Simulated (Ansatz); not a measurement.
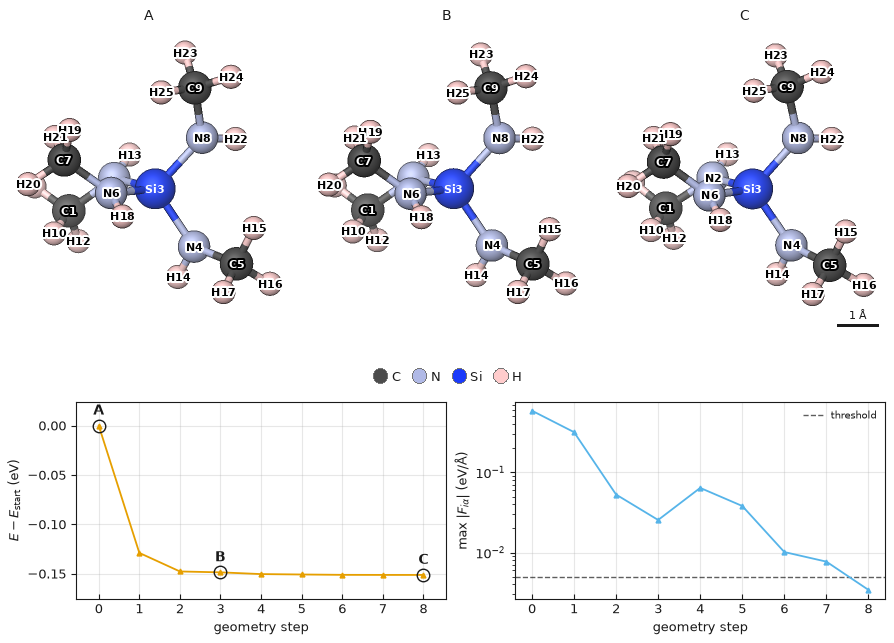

Frames of a relaxation of C$_{4}$H$_{16}$N$_{4}$Si, marked on the history of the run. The picture is a ball-and-stick view, seen at a tilt.

The start comes from PBE-D4/def2-SVP.

All numbers below come from RKS PBE0-D4/def2-TZVP in Ansatz 0.2.0. Settings: force threshold 0.005 eV/Å; at most 150 steps.

### What happens along the run?

Over 8 geometry steps the energy falls by 0.151 eV. The largest force component goes from 0.59 to 0.0034 eV/Å. The largest move after the best rigid fit is that of an H atom, 0.23 Å. Largest moves by element: H 0.23 Å, C 0.14 Å, N 0.09 Å, Si 0.04 Å. Near-neighbour distances that change, for instance: N–Si 1.742 → 1.713 Å, C–H 1.118 → 1.099 Å, H–N 1.022 → 1.007 Å, C–N 1.450 → 1.443 Å. From step 0 to 3: an H atom moves most (0.09 Å), energy −0.149 eV. From step 3 to 8: an H atom moves most (0.15 Å), energy −0.003 eV.
